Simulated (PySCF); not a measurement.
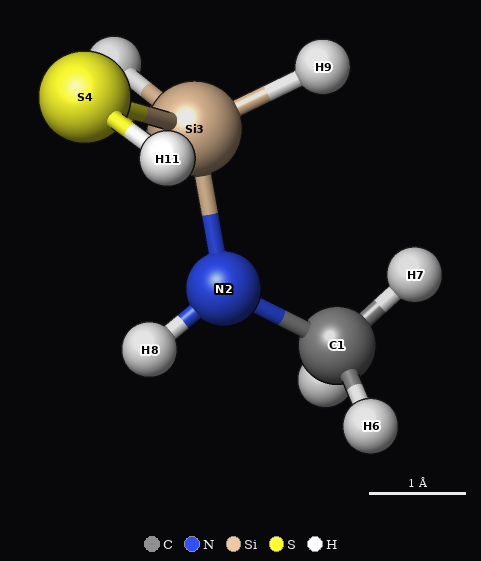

Fig. 1: The structure as given in the input (ball-and-stick view, seen at a tilt; atoms are numbered from 1 in the order of the input). Bond lengths as drawn: C–H 1.10 to 1.11 Å, C–N 1.44 Å, H–N 1.01 Å, H–S 1.35 Å, H–Si 1.49 to 1.50 Å, N–Si 1.72 Å and S–Si 2.15 Å.

# What a change does: excited-state calculation on CH7NSSi

System: CH7NSSi, SMILES CN[SiH2]S.
Method of the first run: TDDFT LDA/def2-SVPD, vertical, gas phase, core orbitals frozen in the response (PySCF 2.14.0).

The geometry comes from this level: PBE0-D3(BJ)/def2-SVP. Text and figures count atoms from 1; the logs count them from 0 in places.

## The input, the first run
```
{"job": {"kind": "uv", "xc": "LDA", "basis": "def2-SVPD", "ip": true}, "charge": 0, "multiplicity": 1}
C     -1.498055     0.706399    -0.169225
N     -0.407061    -0.193477    -0.451945
Si     0.857195    -0.644419     0.624960
S      2.697819    -0.905570    -0.450396
H     -2.460397     0.190029     0.006163
H     -1.653379     1.433644    -0.985250
H     -1.275750     1.287205     0.739382
H     -0.502686    -0.714939    -1.316545
H      0.909701     0.436026     1.655275
H      0.728483    -1.967086     1.313972
H      2.679147     0.329705    -0.998734
```

The first line tells a small driver script what to run in PySCF; the rest is the geometry in Å.

Launched with:
```bash
OMP_NUM_THREADS=1 python <driver script> task.json out
```

Hardware: 1 CPU thread, shared host.

## Output (the first run)
```
coarse grid: 9736 points
cycle   1  E = -780.9860686387  dE =  1.226e-01  |g| = 4.852e-01  |ddm| = 4.153e+00
cycle   2  E = -780.8278044877  dE =  1.583e-01  |g| = 9.432e-01  |ddm| = 1.546e+00
cycle   3  E = -781.0427905960  dE = -2.150e-01  |g| = 1.389e-01  |ddm| = 9.930e-01
cycle   4  E = -781.0475402296  dE = -4.750e-03  |g| = 4.558e-02  |ddm| = 2.318e-01
cycle   5  E = -781.0480660830  dE = -5.259e-04  |g| = 1.027e-02  |ddm| = 7.247e-02
cycle   6  E = -781.0480975949  dE = -3.151e-05  |g| = 3.321e-03  |ddm| = 2.138e-02
cycle   7  E = -781.0481012815  dE = -3.687e-06  |g| = 6.176e-04  |ddm| = 6.587e-03
final grid: 83480 points
cycle   8  E = -781.1442769250  dE = -2.118e-05  |g| = 3.262e-03  |ddm| = 5.939e-02
cycle   9  E = -781.1442724922  dE =  4.433e-06  |g| = 5.211e-03  |ddm| = 9.345e-03
cycle  10  E = -781.1442795389  dE = -7.047e-06  |g| = 7.693e-04  |ddm| = 5.839e-03
cycle  11  E = -781.1442796770  dE = -1.381e-07  |g| = 2.843e-04  |ddm| = 1.150e-03
cycle  12  E = -781.1442796941  dE = -1.702e-08  |g| = 3.378e-05  |ddm| = 2.891e-04
cycle  13  E = -781.1442796944  dE = -3.099e-10  |g| = 1.314e-05  |ddm| = 8.735e-05
converged SCF energy = -781.1442796944

Static polarisability (au): isotropic 75.744, principal 64.362 70.422 92.447

Singlet excitations
state   eV       nm        f      main configurations
  1   5.0550    245.3   0.00814   H->L 0.87, H->L+1 0.12
  2   5.2117    237.9   0.02211   H->L+1 0.86, H->L 0.12
  3   5.6015    221.3   0.01132   H->L+2 0.97
  4   5.8244    212.9   0.02237   H-1->L 0.97
  5   5.9575    208.1   0.02526   H-1->L+1 0.94
  6   6.1123    202.8   0.00355   H->L+3 0.98
  7   6.3028    196.7   0.01511   H-1->L+2 0.93
  8   6.4424    192.5   0.05227   H->L+4 0.81, H->L+6 0.10
  9   6.5073    190.5   0.00419   H->L+5 0.95
 10   6.6897    185.3   0.00628   H->L+6 0.83, H->L+4 0.08

Triplet excitations (Tamm-Dancoff, eV): 4.9438 5.0269 5.3278 5.5540
Vertical ionisation energy (delta-SCF) = 8.6437 eV
```

The input of the second run differs as follows (lines with − go, lines with + come):
```diff
-"xc": "LDA"
+"xc": "wB97X-D"
```

Predict how the results change.

The total energies belong to different methods, so their difference says nothing on which is more stable or more accurate. The HOMO goes from −5.69 to −8.79 eV. The LUMO goes from −0.68 to 1.89 eV. The dipole moment goes from 2.19 to 2.25 D. The lowest excitation goes from 5.05 to 6.24 eV. The strongest computed line goes from 6.44 to 6.86 eV. The functional changes from LDA to wB97X-D. Exact exchange removes part of the self-interaction error of semilocal functionals, which pushes filled and empty levels apart. The SCF takes 12 iterations against 13.

## Output (the second run)
```
coarse grid: 9736 points
cycle   1  E = -784.3676413630  dE =  1.372e-01  |g| = 3.492e-01  |ddm| = 3.872e+00
cycle   2  E = -784.3833263292  dE = -1.568e-02  |g| = 2.969e-01  |ddm| = 9.111e-01
cycle   3  E = -784.4027921663  dE = -1.947e-02  |g| = 4.260e-02  |ddm| = 3.381e-01
cycle   4  E = -784.4032191195  dE = -4.270e-04  |g| = 1.858e-02  |ddm| = 8.444e-02
cycle   5  E = -784.4033220753  dE = -1.030e-04  |g| = 2.668e-03  |ddm| = 3.420e-02
cycle   6  E = -784.4033253291  dE = -3.254e-06  |g| = 6.132e-04  |ddm| = 8.997e-03
final grid: 83480 points
cycle   7  E = -784.4891280772  dE = -5.641e-05  |g| = 5.691e-03  |ddm| = 8.499e-02
cycle   8  E = -784.4891290393  dE = -9.621e-07  |g| = 5.506e-03  |ddm| = 1.570e-02
cycle   9  E = -784.4891356766  dE = -6.637e-06  |g| = 5.867e-04  |ddm| = 5.539e-03
cycle  10  E = -784.4891357614  dE = -8.483e-08  |g| = 1.773e-04  |ddm| = 1.214e-03
cycle  11  E = -784.4891357733  dE = -1.185e-08  |g| = 4.336e-05  |ddm| = 4.982e-04
cycle  12  E = -784.4891357740  dE = -7.423e-10  |g| = 1.162e-05  |ddm| = 1.066e-04
converged SCF energy = -784.4891357740

Static polarisability (au): isotropic 70.183, principal 60.701 65.788 84.059

Singlet excitations
state   eV       nm        f      main configurations
  1   6.2379    198.8   0.00445   H->L 0.36, H->L+1 0.25, H-1->L 0.17
  2   6.3659    194.8   0.01100   H->L+1 0.36, H-1->L 0.27, H->L+2 0.21
  3   6.5655    188.8   0.03998   H->L 0.35, H->L+1 0.23, H-1->L+1 0.10
  4   6.8644    180.6   0.04407   H-1->L 0.41, H-1->L+1 0.30
  5   7.0739    175.3   0.01751   H->L+2 0.40, H->L+3 0.12, H->L 0.12
  6   7.3278    169.2   0.00418   H->L+4 0.27, H-1->L+2 0.18, H->L+3 0.14
  7   7.5522    164.2   0.04159   H-1->L+1 0.22, H->L+4 0.16, H-1->L+2 0.16
  8   7.7536    159.9   0.03060   H->L+6 0.57, H->L+8 0.21
  9   7.8148    158.7   0.03647   H->L+3 0.36, H->L+5 0.21, H->L+7 0.14
 10   8.0821    153.4   0.01741   H-1->L+3 0.24, H-1->L+2 0.14

Triplet excitations (Tamm-Dancoff, eV): 5.9157 6.1425 6.2539 6.5711
Vertical ionisation energy (delta-SCF) = 9.0319 eV
```

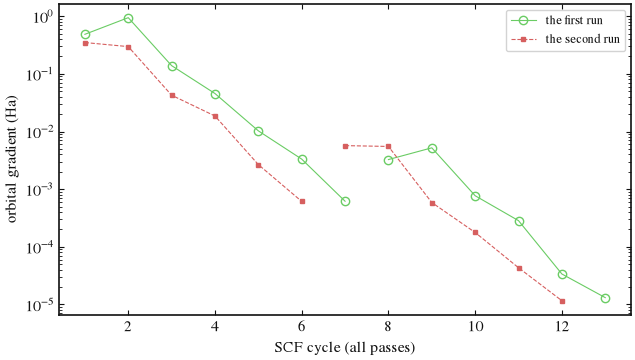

Fig. 2: Convergence of the two runs: orbital gradient against the SCF cycle. A break in a curve parts two SCF passes (coarse and final grid). The first run takes 13 cycles in all, and the second run takes 12.

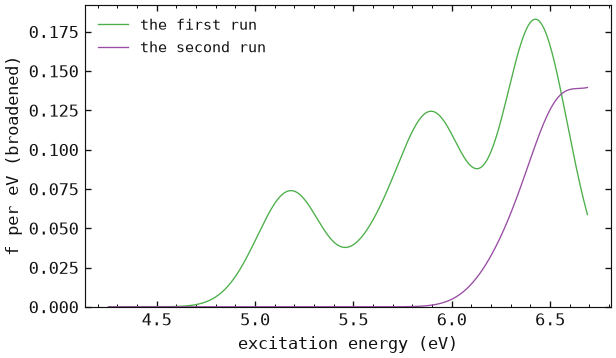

Fig. 3: Absorption of the two runs from their computed states, each broadened by a Gaussian of 0.35 eV full width; the range ends where the shorter list of states ends.

## The two runs side by side

```tsv
quantity	the first run	the second run
outcome	converged	converged
total energy (hartree)	−781.144280	−784.489136
HOMO (eV)	−5.69	−8.79
LUMO (eV)	−0.68	1.89
dipole moment (D)	2.19	2.25
lowest excitation (eV)	5.05	6.24
SCF iterations	13	12
strongest computed line (eV)	6.44	6.86
basis functions	147	147
wall time (shared host)	40 s	54 s
```
